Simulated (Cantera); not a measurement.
Charge: 1 mol Si, 0.95 mol Cl2, 11 mol H2, held at 100 Torr.

Cantera equilibrium calculation (NASA polynomials, part measured and part estimated; ideal gas, pure solids and liquids). Candidate condensed phases: Si; 19 gas species. The tables' values for SiCl3, SiCl are old estimates; treat these amounts as uncertain. Kinetics and transport are ignored.

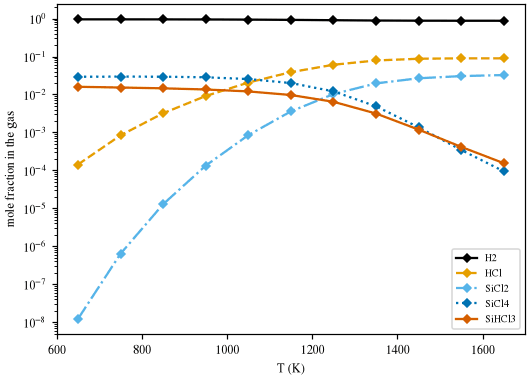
Figure: Equilibrium gas composition (values under 1e-9 drawn at 1e-9)

From 650 K to 1650 K the condensed part is Si(s). The main Si-bearing gas is SiCl4 at 650 K and SiCl2 at 1650 K. The share of Si in condensed phases is highest at 1350 K (61.8 %) and lowest at 650 K (47.7 %).
